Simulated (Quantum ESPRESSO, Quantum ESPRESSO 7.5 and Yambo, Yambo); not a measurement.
## Al2O3 (Corundum): G0W0 with Yambo, start to end

How does a plane-wave GW calculation on Al2O3 (Corundum) run from the first input to the gap?

Calculated with Quantum ESPRESSO 7.5 and Yambo 5.3.0; PBE and many-body steps on it, plane waves.

**Experimental background.**

- Gap 8.7 eV: optical band gap of host from absorption; optical absorption, quoted from earlier work; bulk crystal (high-purity reference sample) (quoted in “Multi-petahertz electron interference in Cr:Al2O3 solid-state material”, 2018, pmc:5906618).

## Step 1: Set-up

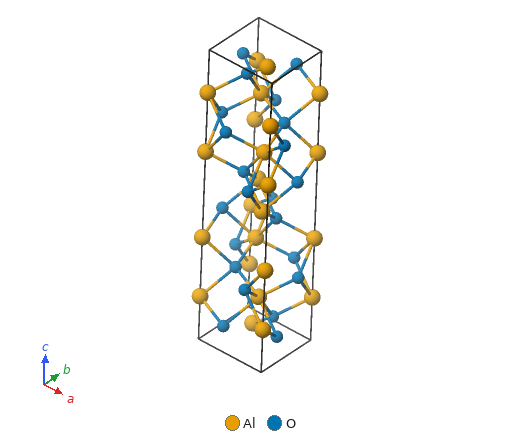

The cell as given, from a free direction (aluminium orange, oxygen blue). This picture shows the conventional cell, with its axes. Some periodic images of atoms are drawn too.

The cell and positions come from the Crystallography Open Database and are kept as given unless a step says otherwise.

## Step 2: Ground state

This step: Quantum ESPRESSO 7.5; DFT, PBE, plane waves, norm-conserving pseudopotentials.

The ground-state density comes first.

Contents of pw.in:

```
&control
  calculation = 'scf'
  prefix = 'x'
  outdir = 'o'
  pseudo_dir = 'pseudo'
  tprnfor = .true.
  tstress = .true.
/
&system
  ibrav = 0
  nat = 10
  ntyp = 2
  ecutwfc = 72.0
  nbnd = 33
  force_symmorphic = .true.
/
&electrons
  conv_thr = 1e-10
  electron_maxstep = 80
  mixing_beta = 0.5
/
ATOMIC_SPECIES
  Al 26.982 Al.upf
  O 15.999 O.upf
CELL_PARAMETERS angstrom
  2.3802500000 1.3742379782 4.3318666667
  -2.3802500000 1.3742379782 4.3318666667
  -0.0000000000 -2.7484759565 4.3318666667
ATOMIC_POSITIONS crystal
  Al 0.3521600000 0.3521600000 0.3521600000
  Al 0.1478400000 0.1478400000 0.1478400000
  Al 0.6478400000 0.6478400000 0.6478400000
  Al 0.8521600000 0.8521600000 0.8521600000
  O 0.5566800000 0.9433200000 0.2500000000
  O 0.2500000000 0.5566800000 0.9433200000
  O 0.9433200000 0.2500000000 0.5566800000
  O 0.4433200000 0.0566800000 0.7500000000
  O 0.7500000000 0.4433200000 0.0566800000
  O 0.0566800000 0.7500000000 0.4433200000
K_POINTS automatic
  6 6 6 0 0 0
```

On the command line:

```console
$ OMP_NUM_THREADS=1 mpirun -n 8 pw.x -nk 8 -in pw.in > pw.out
```

The program printed:

```text
Program PWSCF v.7.5 starts

     This program is part of the open-source Quantum ESPRESSO suite
     for quantum simulation of materials; please cite
         "P. Giannozzi et al., J. Phys.:Condens. Matter 21 395502 (2009);
         "P. Giannozzi et al., J. Phys.:Condens. Matter 29 465901 (2017);
         "P. Giannozzi et al., J. Chem. Phys. 152 154105 (2020);
     in publications or presentations arising from this work. More details at
     Message from routine setup:
     using ibrav=0 with symmetry is DISCOURAGED, use correct ibrav instead

     G-vector sticks info

     bravais-lattice index     =            0
     lattice parameter (alat)  =       9.6947  a.u.
     unit-cell volume          =     573.7299 (a.u.)^3
     number of atoms/cell      =           10
     number of atomic types    =            2
     number of electrons       =        48.00
     number of Kohn-Sham states=           33
     kinetic-energy cutoff     =      72.0000  Ry
     charge density cutoff     =     288.0000  Ry
     scf convergence threshold =      1.0E-10
     mixing beta               =       0.5000
     number of iterations used =            8  plain     mixing
     Exchange-correlation= PBE
                           (   1   4   3   4   0   0   0)

     celldm(1)=   9.694717  celldm(2)=   0.000000  celldm(3)=   0.000000
     celldm(4)=   0.000000  celldm(5)=   0.000000  celldm(6)=   0.000000

     crystal axes: (cart. coord. in units of alat)
               a(1) = (   0.463966   0.267871   0.844382 )
               a(2) = (  -0.463966   0.267871   0.844382 )
               a(3) = (  -0.000000  -0.535742   0.844382 )

     reciprocal axes: (cart. coord. in units 2 pi/alat)
               b(1) = (  1.077665  0.622190  0.394766 )
               b(2) = ( -1.077665  0.622190  0.394766 )
               b(3) = (  0.000000 -1.244380  0.394766 )
     Pseudo is Norm-conserving + core correction, Zval =  3.0
     Generated using ONCVPSP code by D. R. Hamann
     Using radial grid of 1876 points,  6 beta functions with:
     Pseudo is Norm-conserving + core correction, Zval =  6.0
     Generated using ONCVPSP code by D. R. Hamann
     Using radial grid of  936 points,  5 beta functions with:
     Al                3.00    26.98200     Al( 1.00)
     O                 6.00    15.99900     O ( 1.00)

      6 Sym. Ops., with inversion, found

   Cartesian axes

     site n.     atom                  positions (alat units)
         1        Al     tau(   1) = (   0.0000000  -0.0000000   0.8920724  )
         2        Al     tau(   2) = (  -0.0000000  -0.0000000   0.3745002  )
         3        Al     tau(   3) = (   0.0000000  -0.0000000   1.6410728  )
         4        Al     tau(   4) = (   0.0000000  -0.0000000   2.1586450  )
         5        O      tau(   5) = (  -0.1793879   0.2678710   1.4776680  )
         6        O      tau(   6) = (  -0.1422891  -0.2892900   1.4776680  )
         7        O      tau(   7) = (   0.3216770   0.0214190   1.4776680  )
         8        O      tau(   8) = (   0.1793879  -0.2678710   1.0554772  )
         9        O      tau(   9) = (   0.1422891   0.2892900   1.0554772  )
        10        O      tau(  10) = (  -0.3216770  -0.0214190   1.0554772  )

     number of k points=    40
                       cart. coord. in units 2pi/alat
        k(    1) = (   0.0000000   0.0000000   0.0000000), wk =   0.0092593
        k(    2) = (   0.0000000  -0.2073967   0.0657944), wk =   0.0555556
        k(    3) = (   0.0000000  -0.4147934   0.1315887), wk =   0.0555556
        k(    4) = (   0.0000000   0.6221900  -0.1973831), wk =   0.0277778
        k(    5) = (  -0.1796108  -0.1036983   0.1315887), wk =   0.0555556
        k(    6) = (  -0.1796108  -0.3110950   0.1973831), wk =   0.0555556
        k(    7) = (  -0.1796108   0.7258884  -0.1315887), wk =   0.0555556
        k(    8) = (  -0.1796108   0.5184917  -0.0657944), wk =   0.0555556
        k(    9) = (  -0.1796108   0.3110950   0.0000000), wk =   0.0555556
        k(   10) = (  -0.3592216  -0.2073967   0.2631774), wk =   0.0555556
     [... 28 further rows ...]
        k(   39) = (  -0.1796108  -0.5184917  -0.1315887), wk =   0.0555556
        k(   40) = (   0.7184432  -0.2073967   0.2631774), wk =   0.0555556

     Dense  grid:    47361 G-vectors     FFT dimensions: (  54,  54,  54)

     Initial potential from superposition of free atoms

     starting charge      47.9902, renormalised to      48.0000
     Starting wfcs are   40 randomized atomic wfcs

     per-process dynamical memory:    57.8 Mb

     Self-consistent Calculation

     iteration #  1     ecut=    72.00 Ry     beta= 0.50

     total energy              =    -217.68244875 Ry
     estimated scf accuracy    <       1.96346716 Ry

     iteration #  2     ecut=    72.00 Ry     beta= 0.50

     total energy              =    -218.21542901 Ry
     estimated scf accuracy    <       0.16133995 Ry

     iteration #  3     ecut=    72.00 Ry     beta= 0.50

     total energy              =    -218.23387134 Ry
     estimated scf accuracy    <       0.01729834 Ry

     iteration #  4     ecut=    72.00 Ry     beta= 0.50

     total energy              =    -218.23628230 Ry
     estimated scf accuracy    <       0.00731961 Ry

     iteration #  5     ecut=    72.00 Ry     beta= 0.50

     total energy              =    -218.23732347 Ry
     estimated scf accuracy    <       0.00010813 Ry

     iteration #  6     ecut=    72.00 Ry     beta= 0.50

     total energy              =    -218.23739581 Ry
     estimated scf accuracy    <       0.00002384 Ry

     iteration #  7     ecut=    72.00 Ry     beta= 0.50

     total energy              =    -218.23739682 Ry
     estimated scf accuracy    <       0.00000302 Ry

     iteration #  8     ecut=    72.00 Ry     beta= 0.50

     total energy              =    -218.23739768 Ry
     estimated scf accuracy    <          2.9E-09 Ry

     iteration #  9     ecut=    72.00 Ry     beta= 0.50

     total energy              =    -218.23739768 Ry
     estimated scf accuracy    <       0.00000003 Ry

     iteration # 10     ecut=    72.00 Ry     beta= 0.50

     total energy              =    -218.23739769 Ry
     estimated scf accuracy    <          1.3E-10 Ry

     iteration # 11     ecut=    72.00 Ry     beta= 0.50

     End of self-consistent calculation

          k = 0.0000 0.0000 0.0000 (  5879 PWs)   bands (ev):

   -11.4506  -9.1143  -8.8348  -8.8348  -8.5172  -8.5172   0.8371   1.8374
     2.1856   2.1856   3.3122   3.4095   3.4095   4.4160   4.7721   6.2886
     6.2886   6.4231   6.4231   7.2304   7.2304   7.6741   7.6741   7.7188
    13.9850  16.9063  18.4961  19.2829  19.2829  19.4363  20.1345  20.1345
    20.1785

          k = 0.0000-0.2074 0.0658 (  5895 PWs)   bands (ev):

   -11.3071  -9.1869  -8.9183  -8.8631  -8.5857  -8.5271   0.9891   1.5866
     2.0061   2.7583   2.8097   3.3521   4.2872   4.9613   5.0479   5.8121
     6.1783   6.3226   6.4916   6.8545   7.0432   7.3775   7.6353   7.6687
    14.6073  17.4099  18.0648  18.9581  18.9996  19.2493  20.2812  20.3685
    20.6942

          k = 0.0000-0.4148 0.1316 (  5926 PWs)   bands (ev):

   -10.8989  -9.6487  -8.8916  -8.8641  -8.7303  -8.5917   1.1713   1.6131
     1.8674   2.6579   3.4338   3.9091   4.6856   5.3187   5.4268   5.5676
     5.8732   5.9862   6.2676   6.3473   6.8820   7.1752   7.4908   7.5353
    15.9099  17.5595  17.9120  18.2688  18.6673  19.2204  20.0222  20.1509
    20.6276

          k = 0.0000 0.6222-0.1974 (  5936 PWs)   bands (ev):

     [... further k-points ...]

     highest occupied, lowest unoccupied level (ev):     7.7188   13.9850

!    total energy              =    -218.23739769 Ry
     estimated scf accuracy    <          7.5E-12 Ry

     The total energy is the sum of the following terms:
     one-electron contribution =     -34.97263074 Ry
     hartree contribution      =      53.34686691 Ry
     xc contribution           =     -60.38168755 Ry
     ewald contribution        =    -176.22994631 Ry

     convergence has been achieved in  11 iterations

     Forces acting on atoms (cartesian axes, Ry/au):

     atom    1 type  1   force =     0.00000000    0.00000000   -0.00200943
     atom    2 type  1   force =     0.00000000    0.00000000    0.00200943
     atom    3 type  1   force =    -0.00000000   -0.00000000    0.00200943
     atom    4 type  1   force =     0.00000000   -0.00000000   -0.00200943
     atom    5 type  2   force =    -0.00189495   -0.00000001   -0.00000001
     atom    6 type  2   force =     0.00094748   -0.00164107   -0.00000001
     atom    7 type  2   force =     0.00094747    0.00164108   -0.00000001
     atom    8 type  2   force =     0.00189495    0.00000001    0.00000001
     atom    9 type  2   force =    -0.00094748    0.00164107    0.00000001
     atom   10 type  2   force =    -0.00094747   -0.00164108    0.00000001

     Total force =     0.006140     Total SCF correction =     0.000003

     Computing stress (Cartesian axis) and pressure

          total   stress  (Ry/bohr**3)                   (kbar)     P=       48.00
   0.00034039   0.00000000   0.00000000           50.07        0.00        0.00
  -0.00000000   0.00034039   0.00000000           -0.00       50.07        0.00
  -0.00000000   0.00000000   0.00029818           -0.00        0.00       43.86

     XML data file, charge density, pseudopotentials, collected wavefunctions

=------------------------------------------------------------------------------=
   JOB DONE.
=------------------------------------------------------------------------------=
```

The job ended after 32 s (8 MPI ranks of Arm Neoverse V2, shared host; peak memory 0.9 GiB; 4.3 min of CPU time).

This step gave:

| Item | Value |
| --- | --- |
| total energy | -2969.2711 eV |
| gap | 6.266 eV |
| k of the valence top | 0, 0, 0 |
| k of the conduction bottom | 0, 0, 0 |
| least direct gap | 6.266 eV |
| pressure | 4.8 GPa |

The gap is direct, at Γ. The pressure of 5 GPa says that this functional would expand the cell; it is kept.

[end of part 1 of 3]

[Paths, hosts, dates, memory and timing lines, banners, echoed tables and standing remarks are left out of the program output.]

[Logs are printed without paths, hosts, clocks, repeated set-up lines and the standing remarks that a program may print on its own settings, such as how far it seeks lower states.]

[Runs of the session that timed out or met a known fault of the program may be left out.]

[Hosts, paths, dates, database ids (printed as entryN), source tags and the programs' standing remarks are cut or masked in the printed files.]
